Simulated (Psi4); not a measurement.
# GeH2O2 (SMILES [OH][Ge][OH]): B2PLYP/def2-SVPD (density fitting for correlation)

What is the energy change on altering one bond length of GeH2O2 at B2PLYP/def2-SVPD (density fitting for correlation)? 

The results are computed with Psi4 1.11.

2 further runs of the same task are left out: 2 set aside as unsound or not needed.

### 1 The system as given

The species is GeH2O2 (5 atoms), meant as a singlet with charge 0. SMILES: `[OH][Ge][OH]`. The coordinates come from a PBE0-D4/def2-TZVP relaxation. This is one conformer, not always the lowest.

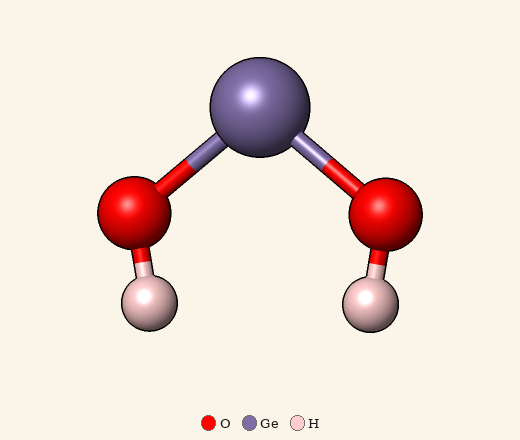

The structure, seen from a chosen angle (oxygen red, germanium purple, hydrogen pink).

### 2 A single-point energy at B2PLYP/def2-SVPD (density fitting for correlation)

Input file job.in:

```
memory 1600 MB

molecule geom {
  0 1
  O     -1.341000    -0.099500    -0.377400
  Ge    -0.316400    -0.895800     0.855300
  O      1.281900    -0.142300     0.570200
  H     -0.940900     0.550800    -0.961500
  H      1.366400     0.513200    -0.127900
  units angstrom
  symmetry c1
  no_reorient
  no_com
}

set {
  basis def2-SVPD
  reference rks
  puream true
  e_convergence 1e-09
  d_convergence 1e-08
  scf_type pk
  dft_radial_points 99
  dft_spherical_points 590
  num_frozen_docc 11
}

e_tot, wfn = energy("b2plyp", return_wfn=True)
```

On the command line:

```sh
$ psi4 -n 1 job.in job.out
```

job.out:

```text
[...]
  Running in c1 symmetry.
[...]
  Nuclear repulsion =  189.662083617986980
[...]
  Multiplicity = 1
[...]
  Nalpha       = 25
  Nbeta        = 25
[...]
    Number of basis functions: 100
[...]
   @RKS iter   1: -2226.54967747882711   -3.15413e+00   2.25213e-02 DIIS/ADIIS
[...]
   @RKS iter  12: -2227.64515155462277   -2.27374e-12   1.32892e-09 DIIS
[...]
    Orbital Energies [Eh]
    ---------------------
    Doubly Occupied:
       1A   -401.449569     2A    -50.770150     3A    -45.124245
       4A    -45.122764     5A    -45.121832     6A    -19.742577
       7A    -19.742547     8A     -6.643274     9A     -4.737281
      10A     -4.733657    11A     -4.729411    12A     -1.416963
      13A     -1.415201    14A     -1.413409    15A     -1.409199
      16A     -1.405479    17A     -1.129136    18A     -1.101007
      19A     -0.643313    20A     -0.583692    21A     -0.490984
      22A     -0.430982    23A     -0.405347    24A     -0.397885
      25A     -0.330852
[...]
  @RKS Final Energy: -2227.64515155462277
   => Energetics <=
    Nuclear Repulsion Energy =            189.6620836179869798
    One-Electron Energy =               -3480.9476738901653334
    Two-Electron Energy =                1109.8288732059411359
    DFT Exchange-Correlation Energy =     -46.1884344883850488
    Empirical Dispersion Energy =           0.0000000000000000
    VV10 Nonlocal Energy =                  0.0000000000000000
    Total Energy =                      -2227.6451515546227711
[...]
 Multipole Moments:
 ------------------------------------------------------------------------------------
     Multipole            Electronic (a.u.)      Nuclear  (a.u.)        Total (a.u.)
 ------------------------------------------------------------------------------------
 L = 1.  Multiply by 2.5417464519 to convert [e a0] to [Debye]
 Dipole X            :         19.3628902          -19.2224831            0.1404071
 Dipole Y            :         56.1922462          -55.8149508            0.3772953
 Dipole Z            :        -52.9488742           52.5770941           -0.3717801
 Magnitude           :                                                    0.5479839
[...]
```

Run time: 9.9 s. Hardware: 1 thread of Intel Xeon 6975P-C (Granite Rapids), shared host; peak memory 0.78 GiB.

### 3 The distorted shape, same level

Input file job.in:

```
memory 1.6 GB

molecule mol {
  0 1
  O     -1.353672    -0.197801    -0.272710
  Ge    -0.329072    -0.994101     0.959990
  O      1.269228    -0.240601     0.674890
  H     -0.953572     0.452499    -0.856810
  H      1.366400     0.513200    -0.127900
  units angstrom
  symmetry c1
}

set {
  reference rks
  puream true
  e_convergence 1e-09
  d_convergence 1e-08
  scf_type pk
  dft_radial_points 99
  dft_spherical_points 590
  num_frozen_docc 11
}

e, wfn = energy('b2plyp/def2-SVPD', return_wfn=True)
print_variables()
```

On the command line:

```sh
$ psi4 -i job.in -o job.out -n 1
```

job.out:

```text
[...]
  Running in c1 symmetry.
[...]
  Nuclear repulsion =  188.763799704205354
[...]
  Multiplicity = 1
[...]
  Nalpha       = 25
  Nbeta        = 25
[...]
    Number of basis functions: 100
[...]
   @RKS iter   1: -2226.51635348050149   -3.19883e+00   2.25560e-02 ADIIS/DIIS
[...]
   @RKS iter  12: -2227.62875097504048   -3.63798e-12   1.84787e-09 DIIS
[...]
    Orbital Energies [Eh]
    ---------------------
    Doubly Occupied:
       1A   -401.448717     2A    -50.769322     3A    -45.123418
       4A    -45.121926     5A    -45.121014     6A    -19.752304
       7A    -19.741413     8A     -6.642428     9A     -4.736438
      10A     -4.732824    11A     -4.728587    12A     -1.416085
      13A     -1.414276    14A     -1.412570    15A     -1.408362
      16A     -1.404641    17A     -1.120254    18A     -1.079927
      19A     -0.631979    20A     -0.564327    21A     -0.486900
      22A     -0.428271    23A     -0.401870    24A     -0.394719
      25A     -0.329742
[...]
  @RKS Final Energy: -2227.62875097504048
   => Energetics <=
    Nuclear Repulsion Energy =            188.7637997042053541
    One-Electron Energy =               -3479.2949381629014169
    Two-Electron Energy =                1109.0622100883399526
    DFT Exchange-Correlation Energy =     -46.1598226046843649
    Empirical Dispersion Energy =           0.0000000000000000
    VV10 Nonlocal Energy =                  0.0000000000000000
    Total Energy =                      -2227.6287509750409299
[...]
 Multipole Moments:
 ------------------------------------------------------------------------------------
     Multipole            Electronic (a.u.)      Nuclear  (a.u.)        Total (a.u.)
 ------------------------------------------------------------------------------------
 L = 1.  Multiply by 2.5417464519 to convert [e a0] to [Debye]
 Dipole X            :         -1.5701927            1.7184533            0.1482606
 Dipole Y            :         -4.2998400            4.7034648            0.4036248
 Dipole Z            :          4.2199010           -4.6182164           -0.3983154
 Magnitude           :                                                    0.5861308
[...]
```

Wall time 9.6 s (1 thread of Intel Xeon 6975P-C (Granite Rapids), shared host); peak memory 0.77 GiB.

### 4 What came out

At B2PLYP/def2-SVPD (density fitting for correlation), 11 core orbitals frozen:

| quantity | value |
| --- | --- |
| first shape: total energy | -2227.85091 Eh |
| first shape: HOMO energy (SCF part's orbitals) | -9.00 eV |
| first shape: LUMO energy (SCF part's orbitals) | -0.54 eV |
| first shape: HOMO–LUMO gap (SCF part's orbitals) | 8.46 eV |
| distorted shape: total energy | -2227.83764 Eh |
| distorted shape: HOMO energy (SCF part's orbitals) | -8.97 eV |
| distorted shape: LUMO energy (SCF part's orbitals) | -0.51 eV |
| distorted shape: HOMO–LUMO gap (SCF part's orbitals) | 8.46 eV |
| energy change with the O3–H5 bond stretched from 0.961 to 1.105 Å | 0.361 eV |

What this shows: With the O3–H5 bond stretched from 0.961 to 1.105 Å the energy rises by 0.36 eV (34.9 kJ/mol). The first shape isn't relaxed at this level, so the change isn't measured from a minimum.
